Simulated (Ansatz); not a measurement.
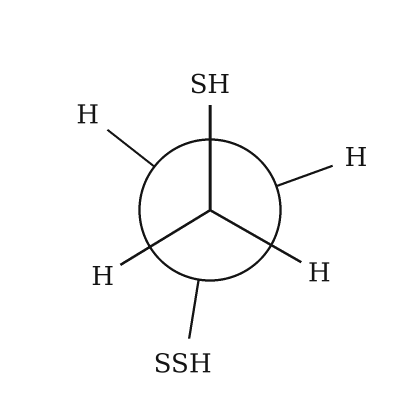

A Newman projection along the C–Si bond, carbon in front; angles are drawn as computed, but eclipsed bonds slightly apart. Computed geometry: PBE0-D4/def2-TZVP optimisation. No frequency run is at hand to confirm it as a minimum.

### Which molecule is it?

CH6S3Si, SC[SiH2]SS

### What is the torsion angle from the front SH to the back SSH? The sign is positive where the front bond must turn clockwise to cover the back bond.

−171°, antiperiplanar (anti). The conformation about this bond is staggered.
